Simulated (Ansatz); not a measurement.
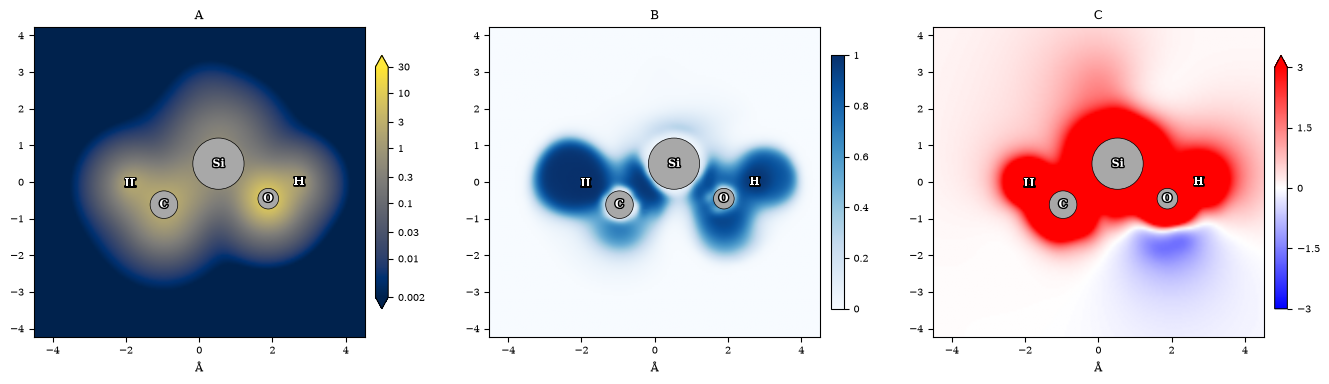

CH$_{5}$FO$_{2}$Si: 3 fields on the plane of atoms C3, Si1 and O6, with unlabelled colour scales. Grey discs cover the atomic cores.

Method: Ansatz, RKS BLYP-D4/def2-SVP.

Question: Match the panels to the quantities (electron density, electron localisation function and electrostatic potential).

Answer: Panel A: electron density. Panel B: electron localisation function. Panel C: electrostatic potential (strongly positive close to the atoms, with negative regions outside electron-rich atoms). From the grid: Si–O (1.66 Å): ρ is about 1.1 e/Å³ halfway; the ELF peaks at about 0.90 between the atoms (a shared but strongly polarised pair). C–Si (1.86 Å): ρ is about 1 e/Å³ halfway; the ELF peaks at about 0.95 between the atoms: localised, covalent bonding.
